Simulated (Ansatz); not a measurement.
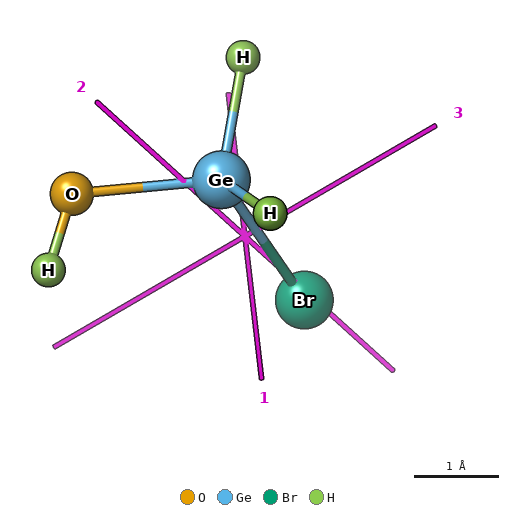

The three principal axes of inertia are drawn and numbered. Depth is shown by fading: the farther an atom, the more it takes the colour of the background. The computed structure is the end point of a PBE-D4/def2-SVP optimisation. No frequency run is at hand to confirm it as a minimum. Masses are those of the most abundant isotopes; constants are for the rigid equilibrium geometry.

Which line is the a axis (least moment of inertia), which b and which c?

a is line 2, b is line 3, c is line 1; the moments are 41.5, 276, 309 u Å².

What kind of rotor is it, and what are its rotational constants in GHz?

An asymmetric top (C1): A = 12.2, B = 1.83, C = 1.63 GHz. Ray's parameter κ is −0.96, close to the prolate limit.
